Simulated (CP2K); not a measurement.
# GeH4O2 (SMILES [OH][GeH2][OH]) at B3LYP/6-31G(d) (spherical functions)

What is the energy change on altering one bond length of GeH4O2 at B3LYP/6-31G* (spherical functions)? 

The results are computed with CP2K 2026.2.

10 further runs of the same task are left out: 3 that didn't finish, 7 set aside as unsound or not needed.

## 1. The molecule

GeH4O2 has 7 atoms, charge 0, and is taken as a singlet. SMILES: `[OH][GeH2][OH]`. The coordinates come from a PBE0-D4/def2-TZVP relaxation. This is one conformer, not always the lowest.

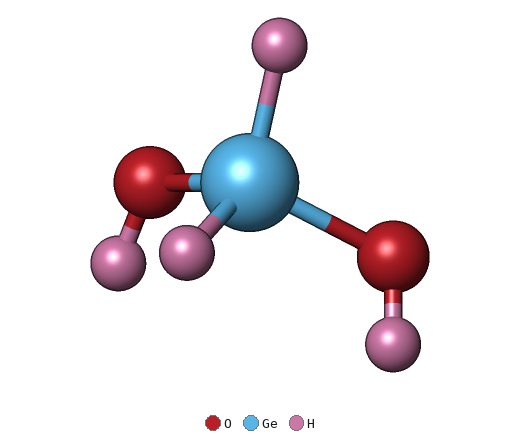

Viewed from a chosen angle; oxygen red, germanium blue, hydrogen pink.

## 2. The energy at B3LYP/6-31G(d) (spherical functions)

mol.inp reads:

```
&GLOBAL
   PROJECT mol
   RUN_TYPE ENERGY
   PRINT_LEVEL MEDIUM
&END
&FORCE_EVAL
   METHOD Quickstep
   &DFT
      BASIS_SET_FILE_NAME ./6_31gs.basis
      POTENTIAL_FILE_NAME POTENTIAL
      CHARGE 0
      MULTIPLICITY 1
      &QS
         METHOD GAPW
         EPS_DEFAULT 1.0E-10
      &END
      # real-space grids
      &MGRID
         CUTOFF 280
         REL_CUTOFF 50
         NGRIDS 4
      &END
      &POISSON
         PERIODIC NONE
         POISSON_SOLVER MULTIPOLE
      &END
      # SCF settings
      &SCF
         SCF_GUESS ATOMIC
         EPS_SCF 1.0E-07
         MAX_SCF 80
         ADDED_MOS 3
         &DIAGONALIZATION
            ALGORITHM STANDARD
         &END
         &MIXING
            METHOD DIRECT_P_MIXING
            ALPHA 0.4
         &END
      &END
      &XC
         &XC_FUNCTIONAL
            &HYB_GGA_XC_B3LYP
            &END
         &END
         # exact exchange
         &HF
            FRACTION 0.2
            &SCREENING
               EPS_SCHWARZ 1.0E-10
               SCREEN_ON_INITIAL_P F
            &END
            &INTERACTION_POTENTIAL
               POTENTIAL_TYPE COULOMB
            &END
            &MEMORY
               MAX_MEMORY 1050
            &END
         &END
      &END
      # extra output
      &PRINT
         &MOMENTS
            PERIODIC F
            REFERENCE COM
            MAX_MOMENT 1
         &END
         &MO ON
            ENERGIES T
            OCCUPATION_NUMBERS T
            NDIGITS 6
            &EACH
               QS_SCF 0
            &END
            ADD_LAST NUMERIC
         &END
         &LOWDIN ON
         &END
         &HIRSHFELD OFF
         &END
      &END
   &END
   &SUBSYS
      # box in angstrom
      &CELL
         ABC [angstrom] 10.3 9.6 9.9
         PERIODIC NONE
      &END
      &COORD
         O      3.663350     4.221350     4.468500
         Ge     5.178150     5.014350     4.947700
         O      6.502050     3.838450     5.043000
         H      3.519750     4.218650     3.520300
         H      5.518050     6.097850     3.903300
         H      4.982150     5.500450     6.379700
         H      6.780250     3.502150     4.188600
      &END
      &KIND O
         BASIS_SET 6-31Gs
         POTENTIAL ALL
         LEBEDEV_GRID 194
         RADIAL_GRID 100
      &END
      &KIND Ge
         BASIS_SET 6-31Gs
         POTENTIAL ALL
         LEBEDEV_GRID 194
         RADIAL_GRID 100
      &END
      &KIND H
         BASIS_SET 6-31Gs
         POTENTIAL ALL
         LEBEDEV_GRID 194
         RADIAL_GRID 100
      &END
   &END
&END
```

Started as:

```console
$ OMP_NUM_THREADS=1 cp2k.psmp -i mol.inp > mol.out 2>&1
```

What it wrote:

```text
CP2K| version string:                                       CP2K version 2026.2
[...]
 GLOBAL| Method name                                                        CP2K
[...]
 GLOBAL| Run type                                                         ENERGY
[...]
 DFT| Spin restricted Kohn-Sham (RKS) calculation                            RKS
 DFT| Multiplicity                                                             1
[...]
 DFT| Charge                                                                   0
[...]
 FUNCTIONAL| HYB_GGA_XC_B3LYP:
[...]
 QS| Method:                                                                GAPW
[...]
 QS| Density cutoff [a.u.]:                                                140.0
[...]
 QS| Relative density cutoff [a.u.]:                                        25.0
[...]
                             - Atoms:                                          7
[...]
                             - Spherical basis functions:                     68
[...]
 Number of electrons:                                                         52
[...]
     1 P_Mix/Diag. 0.40E+00    6.1     0.78347079     -2229.9260685996 -2.23E+03
[...]
    14 DIIS/Diag.  0.21E-06    1.6     0.00000006     -2229.6300174453  0.00E+00
  *** SCF run converged in    14 steps ***
[...]
  Overlap energy of the core charge distribution:               0.00001339684457
  Self energy of the core charge distribution:               -686.39744513649464
  Core Hamiltonian energy:                                  -1714.43945064491527
  Hartree energy:                                             166.13054434689423
  Exchange-correlation energy:                                -18.30321997460816
  Hartree-Fock Exchange energy:                               -19.06245382753218
[...]
                     Mulliken Population Analysis
 #  Atom  Element  Kind  Atomic population                           Net charge
       1     O        1          8.682726                             -0.682726
       2     Ge       2         31.507848                              0.492152
       3     O        1          8.679102                             -0.679102
       4     H        3          0.583646                              0.416354
       5     H        3          1.002304                             -0.002304
       6     H        3          0.960418                              0.039582
       7     H        3          0.583955                              0.416045
 # Total charge                             52.000000                 -0.000000
[...]
  Dipole moment [Debye]
    X=  0.3474421E+00 Y=  0.9386395E+00 Z= -0.2633452E+01  Total=      2.8172384
 ENERGY| Total FORCE_EVAL ( QS ) energy [hartree]          -2229.630017445295380
[...]
```

Wall time 27 s (1 thread of Arm Neoverse V1, shared host); peak memory 0.57 GiB.

## 3. The distorted shape, same level

molecule.xyz reads:

```xyz
7

O     -1.376424    -0.413840     0.584632
Ge     0.138376     0.379160     1.063832
O      1.462276    -0.796740     1.159132
H     -1.634900    -0.418700    -1.122100
H      0.478276     1.462660     0.019432
H     -0.057624     0.865260     2.495832
H      1.740476    -1.133040     0.304732
```

job.inp reads:

```
&GLOBAL
 PROJECT_NAME job
 RUN_TYPE ENERGY
 PRINT_LEVEL MEDIUM
&END GLOBAL

&FORCE_EVAL
 METHOD QUICKSTEP
 &DFT
  BASIS_SET_FILE_NAME ./6_31gs.basis
  POTENTIAL_FILE_NAME POTENTIAL
  &QS
   METHOD GAPW
   EPS_DEFAULT 1.0E-10
  &END QS
  &MGRID
   CUTOFF 280
   REL_CUTOFF 50
   NGRIDS 4
  &END MGRID
  &POISSON
   PERIODIC NONE
   POISSON_SOLVER MULTIPOLE
  &END POISSON
  &SCF
   SCF_GUESS ATOMIC
   EPS_SCF 1.0E-07
   MAX_SCF 150
   ADDED_MOS 3
   &DIAGONALIZATION
    ALGORITHM STANDARD
   &END DIAGONALIZATION
   &MIXING
    METHOD DIRECT_P_MIXING
    ALPHA 0.4
   &END MIXING
  &END SCF
  &XC
   &XC_FUNCTIONAL
    &HYB_GGA_XC_B3LYP
    &END HYB_GGA_XC_B3LYP
   &END XC_FUNCTIONAL
   ! exact exchange
   &HF
    FRACTION 0.2
    &SCREENING
     EPS_SCHWARZ 1.0E-10
    &END SCREENING
    &MEMORY
     MAX_MEMORY 1050
    &END MEMORY
   &END HF
  &END XC
  &PRINT
   &MOMENTS
    PERIODIC F
    REFERENCE COM
    MAX_MOMENT 1
   &END MOMENTS
   &MO ON
    ENERGIES T
    OCCUPATION_NUMBERS T
    NDIGITS 6
    &EACH
     QS_SCF 0
    &END EACH
    ADD_LAST NUMERIC
   &END MO
   &LOWDIN ON
   &END LOWDIN
   &HIRSHFELD OFF
   &END HIRSHFELD
  &END PRINT
 &END DFT
 ! structure
 &SUBSYS
  &CELL
   ABC 10.4 9.6 10.6
   PERIODIC NONE
  &END CELL
  &TOPOLOGY
   COORD_FILE_NAME molecule.xyz
   COORD_FILE_FORMAT XYZ
   &CENTER_COORDINATES
   &END CENTER_COORDINATES
  &END TOPOLOGY
  &KIND O
   BASIS_SET 6-31Gs
   POTENTIAL ALL
   LEBEDEV_GRID 194
   RADIAL_GRID 100
  &END KIND
  &KIND Ge
   BASIS_SET 6-31Gs
   POTENTIAL ALL
   LEBEDEV_GRID 194
   RADIAL_GRID 100
  &END KIND
  &KIND H
   BASIS_SET 6-31Gs
   POTENTIAL ALL
   LEBEDEV_GRID 194
   RADIAL_GRID 100
  &END KIND
 &END SUBSYS
&END FORCE_EVAL
```

Started as:

```console
$ OMP_NUM_THREADS=1 cp2k.psmp -i job.inp > job.out 2>&1
```

What it wrote:

```text
CP2K| version string:                                       CP2K version 2026.2
[...]
 GLOBAL| Method name                                                        CP2K
[...]
 GLOBAL| Run type                                                         ENERGY
[...]
 DFT| Spin restricted Kohn-Sham (RKS) calculation                            RKS
 DFT| Multiplicity                                                             1
[...]
 DFT| Charge                                                                   0
[...]
 FUNCTIONAL| HYB_GGA_XC_B3LYP:
[...]
 QS| Method:                                                                GAPW
[...]
 QS| Density cutoff [a.u.]:                                                140.0
[...]
 QS| Relative density cutoff [a.u.]:                                        25.0
[...]
                             - Atoms:                                          7
[...]
                             - Spherical basis functions:                     68
[...]
 Number of electrons:                                                         52
[...]
     1 P_Mix/Diag. 0.40E+00    6.1     0.76363489     -2229.6517579573 -2.23E+03
[...]
    52 DIIS/Diag.  0.24E-06    1.6     0.00000009     -2229.4954972691  0.00E+00
  *** SCF run converged in    52 steps ***
[...]
  Overlap energy of the core charge distribution:               0.00001334192896
  Self energy of the core charge distribution:               -686.39744513649464
  Core Hamiltonian energy:                                  -1714.91681468956335
  Hartree energy:                                             166.57111598163252
  Exchange-correlation energy:                                -18.16131887949716
  Hartree-Fock Exchange energy:                               -19.01394242256069
[...]
                     Mulliken Population Analysis
 #  Atom  Element  Kind  Atomic population                           Net charge
       1     O        1          8.475240                             -0.475240
       2     Ge       2         31.512142                              0.487858
       3     O        1          8.678331                             -0.678331
       4     H        3          0.793478                              0.206522
       5     H        3          1.002620                             -0.002620
       6     H        3          0.955263                              0.044737
       7     H        3          0.582927                              0.417073
 # Total charge                             52.000000                 -0.000000
[...]
  Dipole moment [Debye]
    X=  0.3717702E+00 Y=  0.9665598E+00 Z= -0.2642270E+01  Total=      2.8379646
 ENERGY| Total FORCE_EVAL ( QS ) energy [hartree]          -2229.495497269093448
[...]
```

Wall time 89 s (1 thread of Arm Neoverse V1, shared host); peak memory 0.6 GiB.

## 4. Results

Level: B3LYP/6-31G* (spherical functions).

```
                                                         quantity           value
                                        first shape: total energy  -2229.63002 Eh
                                       first shape: dipole moment          2.82 D
                                         first shape: HOMO energy        -8.09 eV
                                         first shape: LUMO energy         0.40 eV
                                       first shape: HOMO–LUMO gap         8.49 eV
                                    distorted shape: total energy  -2229.49550 Eh
                                   distorted shape: dipole moment          2.84 D
                                     distorted shape: HOMO energy        -7.97 eV
                                     distorted shape: LUMO energy        -3.82 eV
                                   distorted shape: HOMO–LUMO gap         4.15 eV
energy change with the O1–H4 bond stretched from 0.959 to 1.726 Å        3.660 eV
```

**Reading.** With the O1–H4 bond stretched from 0.959 to 1.726 Å the energy rises by 3.66 eV (353 kJ/mol). The first shape isn't relaxed at this level, so the change isn't measured from a minimum. A restricted reference can't describe the breaking bond well at this length.
